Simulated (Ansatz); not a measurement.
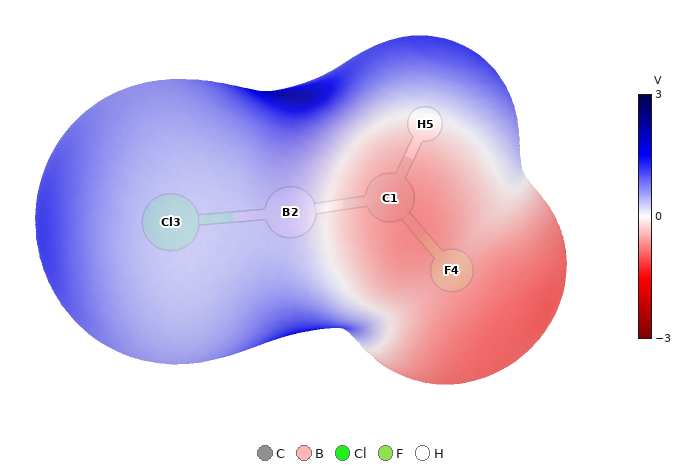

*CHBClF. The molecular electrostatic potential painted on the density surface at 0.002 e/bohr³, seen at a tilt; red is negative and blue positive.*

Geometry: PBE0-D4/def2-TZVP.

All numbers below come from isolated molecule in a Gaussian basis; Kohn-Sham density functional theory, functional PBE0 (Ansatz).

Input file:

```
crystal:
  periodic: [false, false, false]
  atoms:
    - {symbol: C, position_ang: [1.702578, -2.237905, -0.040866]}
    - {symbol: B, position_ang: [1.271692, -1.138395, -0.784848]}
    - {symbol: Cl, position_ang: [0.853174, 0.190035, -1.712403]}
    - {symbol: F, position_ang: [0.915751, -2.982127, 0.767082]}
    - {symbol: H, position_ang: [2.735769, -2.572480, -0.069106]}
basis:
  gaussian: {orbitals: def2-TZVPD}
output: {forces: true, orbitals: {seedname: orbitals}}
hamiltonian: {xc: pbe0}
```

Launched as:

```sh
ansatz run input.yaml --threads 2 --pin off --max-ram 4350MiB --events-out events.jsonl --progress --plain --runs-dir runs
```

Question: Where is the surface potential most negative and most positive?

Answer: The most negative region (about −0.9 V) lies over F4, the most positive (about +2.0 V) over B2. Cl3 shows a σ-hole: about +1.1 V at the tip opposite its bond, against about +0.4 V on its flanks.

Question: How polar is the molecule by this calculation?

Answer: Its dipole moment is 2.00 D.
